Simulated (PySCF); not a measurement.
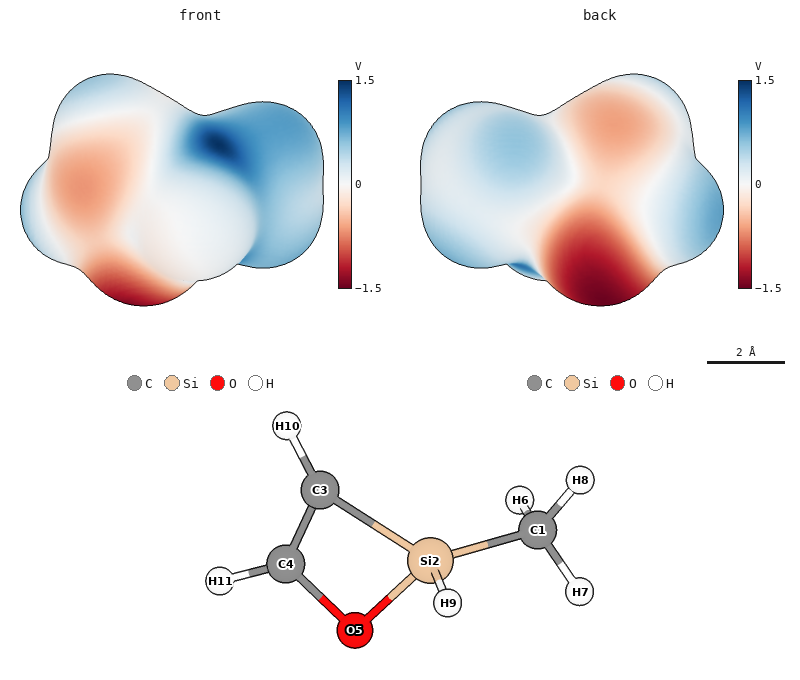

The picture shows: C3H6OSi. The molecular electrostatic potential painted on the density surface at 0.001 e/bohr³, seen from the front and from behind; the colour scale runs from red (negative) to blue (positive). The bare structure is drawn below in the same view.

Geometry: GFN2-xTB.

These are results of PBE0/pcSseg-1, SCF density, gas phase, non-relativistic (PySCF), not measurements.

```json
{"atom": "C", "x (Å)": "-1.7983", "y (Å)": "-0.2040", "z (Å)": "-0.3082"}
{"atom": "Si", "x (Å)": "-0.1681", "y (Å)": "0.4249", "z (Å)": "0.4064"}
{"atom": "C", "x (Å)": "1.3805", "y (Å)": "-0.6563", "z (Å)": "0.3857"}
{"atom": "C", "x (Å)": "1.8308", "y (Å)": "0.1782", "z (Å)": "-0.5509"}
{"atom": "O", "x (Å)": "0.8498", "y (Å)": "1.1174", "z (Å)": "-0.7855"}
{"atom": "H", "x (Å)": "-1.6345", "y (Å)": "-0.8834", "z (Å)": "-1.1395"}
{"atom": "H", "x (Å)": "-2.4004", "y (Å)": "0.6250", "z (Å)": "-0.6673"}
{"atom": "H", "x (Å)": "-2.3704", "y (Å)": "-0.7278", "z (Å)": "0.4496"}
{"atom": "H", "x (Å)": "-0.2888", "y (Å)": "1.3676", "z (Å)": "1.5107"}
{"atom": "H", "x (Å)": "1.8660", "y (Å)": "-1.4969", "z (Å)": "0.8375"}
{"atom": "H", "x (Å)": "2.7389", "y (Å)": "0.2581", "z (Å)": "-1.1245"}
```

Which sites attract a positive test charge, and which a negative one?

Answer. A positive charge is drawn to the negative regions and a negative charge to the positive ones. The most negative region (about −1.4 V) lies over O5, the most positive (about +1.3 V) over Si2. O5 is the likeliest acceptor of a hydrogen bond.
